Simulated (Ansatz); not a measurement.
The compound is ReF3 (honeycomb trihalide sheet).

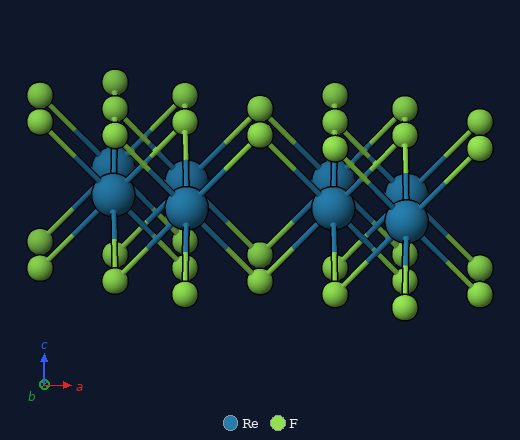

The structure (rhenium blue, fluorine green). 2×2×1 cells are drawn. Some periodic images of atoms are drawn too.

The cell holds 8 atoms: 2 Re and 6 F. Its edges and angles: a = 4.537 Å, b = 4.537 Å, c = 28.448 Å, α = 90.0°, β = 90.0°, γ = 120.0°. Vacuum lies along c.

```xyz
8
Lattice="3.7048 -1.8524 1.8524 -1.8524 -1.8524 -3.7048 16.4245 16.4245 -16.4245" Properties=species:S:1:pos:R:3
Re    5.2897    3.4373   -7.1421
Re    7.1421    3.4373   -5.2897
F     7.3565    5.4599   -5.4599
F     5.4599    5.4599   -7.3565
F     7.3123    3.6518   -7.3123
F     6.9276    3.2671   -3.2671
F     3.2671    3.2671   -6.9276
F     5.1195    3.2228   -5.1195
```

The structure was relaxed with PBEsol. The structure was generated from a model, not taken from a measurement. The runs that relaxed it are not among those shown. The program's search for lower electronic states was switched off, so nothing shows that the state found is the lowest. Spin-orbit coupling is left out unless a run names it. PAW set soft_2, made with PBE.

A constrained-RPA run (Ansatz 0.2.0; non-magnetic PBEsol; Re t2g, bands v4 to c2, 6×6×1 mesh, medium accuracy) builds 6 functions on bands 4.7 eV wide, with 8.0 electrons in the window. The bare on-site interaction is 11.9 eV and the bare J 0.43 eV.

**Question.** Estimate U, U′ and J.

On the Re t2g shell, U = 5.30 eV (45 % of the bare value), U′ = 4.58 eV, J = 0.30 eV.

The parent state is non-magnetic and the interaction static (zero frequency); U depends on the window and the orbitals, so it belongs to this model alone. Spin-orbit coupling, which is strong for atoms this heavy, is left out.

[Paths, hosts, dates, memory and timing lines, banners, echoed tables and standing remarks are left out of the program output.]

[Logs are printed without paths, hosts, clocks, repeated set-up lines and the standing remarks that a program may print on its own settings, such as how far it seeks lower states.]

[Runs of the session that timed out or met a known fault of the program may be left out.]

[Hosts, paths, dates, database ids (printed as entryN), source tags and the programs' standing remarks are cut or masked in the printed files.]
